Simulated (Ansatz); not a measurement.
**UPBE/STO-3G run of InH2O (SMILES [OH][InH])**

What is the energy change on altering one bond length of InH2O at UPBE/STO-3G? 

The calculation is run with Ansatz 0.2.0.

46 further runs of the same task are left out: 8 that didn't finish, 38 set aside as unsound or not needed.

### 1 The structure to begin with

InH2O: 4 atoms, total charge 0, spin state doublet. As SMILES, `[OH][InH]`. Geometry: relaxed at PBE0-D4/def2-TZVP.

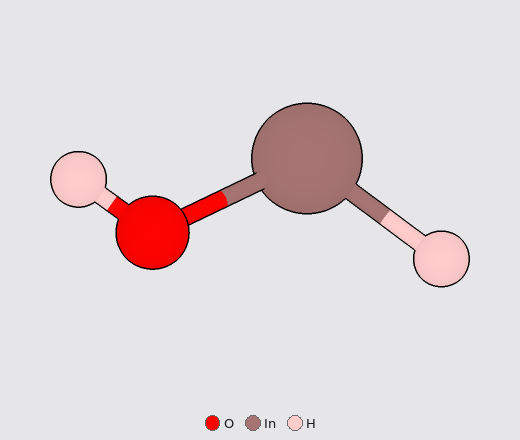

Viewed from a chosen angle; oxygen red, indium brown, hydrogen pink.

### 2 A single-point energy at UPBE/STO-3G

run.yaml reads:

```yaml
basis:
  gaussian:
    orbitals: STO-3G
crystal:
  periodic: [false, false, false]
  atoms:
    - symbol: O
      position_ang: [-0.298400, -1.020600, 0.295000]
    - symbol: In
      position_ang: [0.563900, 0.746600, -0.088500]
    - symbol: H
      position_ang: [0.236800, -1.629400, 0.809100]
    - symbol: H
      position_ang: [-0.446700, 1.843000, -1.036000]
magnetization:
  spin_polarized: true
  initial_magnetization: 1
hamiltonian:
  xc: pbe
accuracy: high
```

Run with:

```sh
$ ansatz run run.yaml --threads 1 --pin off --max-ram 2610MiB --events-out events.jsonl --progress --plain --runs-dir runs
```

Standard output:

```text
Warning: RAYON_NUM_THREADS=1 ignored (pool sized by the plan → 1); use --threads N
Functional definition: PBE
  name "PBE"
  parameter kappa = 0.804
  parameter beta = 0.06672455060314922
  exchange = pbe_x(kappa = kappa, mu = beta*pi^2/3)
  correlation = pbe_c(beta = beta)
617 factors; integrals over basis functions are off by at most 3.9e-9 eV
mean field evaluation 1: about -156717.5101 eV, gradient 2.5e1 eV
mean field evaluation 2: about -156647.1844 eV, gradient 9.5e1 eV
mean field evaluation 4: about -156723.5015 eV, gradient 3.4e0 eV
mean field evaluation 8: about -156723.5639 eV, gradient 1.4e-1 eV
mean field evaluation 16: about -156723.5642 eV, gradient 1.1e-5 eV
mean field -156723.56422164 eV, -5759.4847540980 hartree, gradient 4.1e-8 eV, S^2 0.751938; 0 other end points of the search recorded, 0 dependent functions left out
reference -156723.56422358 eV, -5759.4847541694 hartree; 30, 29 occupied and 4, 5 virtual orbitals, 617 factors
Total energy: -156723.56422358 eV, -5759.4847541694 hartree
```

Run time: 2.5 s. Hardware: 1 thread of Arm Neoverse V2, shared host; peak memory 0.13 GiB.

### 3 The distorted shape

molecule.yaml reads:

```yaml
basis:
  gaussian: {orbitals: STO-3G}
crystal:
  periodic: [false, false, false]
  atoms:
    - symbol: O
      position_ang: [-0.513994, -1.462439, 0.390884]
    - symbol: In
      position_ang: [0.563900, 0.746600, -0.088500]
    - symbol: H
      position_ang: [0.021206, -2.071239, 0.904984]
    - symbol: H
      position_ang: [-0.446700, 1.843000, -1.036000]
magnetization: {spin_polarized: true, initial_magnetization: 1}
hamiltonian: {xc: pbe}
accuracy: high
```

Run with:

```sh
$ ansatz run molecule.yaml --threads 1 --pin off --max-ram 2610MiB --events-out events.jsonl --progress --plain --runs-dir runs
```

Standard output (excerpt; [...] marks lines left out):

```text
Warning: RAYON_NUM_THREADS=1 ignored (pool sized by the plan → 1); use --threads N
[... 6 set-up lines as earlier in the session ...]
607 factors; integrals over basis functions are off by at most 4.0e-9 eV
mean field evaluation 1: about -156712.2212 eV, gradient 2.7e1 eV
mean field evaluation 2: about -156567.2305 eV, gradient 9.4e1 eV
mean field evaluation 4: about -156721.6389 eV, gradient 2.7e0 eV
mean field evaluation 8: about -156721.7485 eV, gradient 5.1e-1 eV
mean field evaluation 16: about -156721.6978 eV, gradient 2.2e-4 eV
mean field evaluation 32: about -156719.6149 eV, gradient 1.5e1 eV
mean field -156721.69784293 eV, -5759.4161659457 hartree, gradient 3.1e-8 eV, S^2 0.754906; 3 other end points of the search recorded, 0 dependent functions left out
reference -156721.69784492 eV, -5759.4161660185 hartree; 30, 29 occupied and 4, 5 virtual orbitals, 607 factors
Total energy: -156721.69784492 eV, -5759.4161660185 hartree
```

It took 2.8 s on 1 thread of Arm Neoverse V2, shared host; peak memory 0.13 GiB.

### 4 What came out

At UPBE/STO-3G:

| quantity | value |
| --- | --- |
| first shape: total energy | -5759.48475 Eh |
| first shape: ⟨S²⟩ | 0.752 |
| distorted shape: total energy | -5759.41617 Eh |
| distorted shape: ⟨S²⟩ | 0.755 |
| energy change with the O1–In2 bond stretched from 2.003 to 2.504 Å | 1.866 eV |

What this shows: With the O1–In2 bond stretched from 2.003 to 2.504 Å the energy rises by 1.87 eV (180 kJ/mol). The first shape isn't relaxed at this level, so the change isn't measured from a minimum. The minimal basis adds a large error of its own. Relativity is left out (first shape) although the molecule holds a heavy atom. Relativity is left out (distorted shape) although the molecule holds a heavy atom.
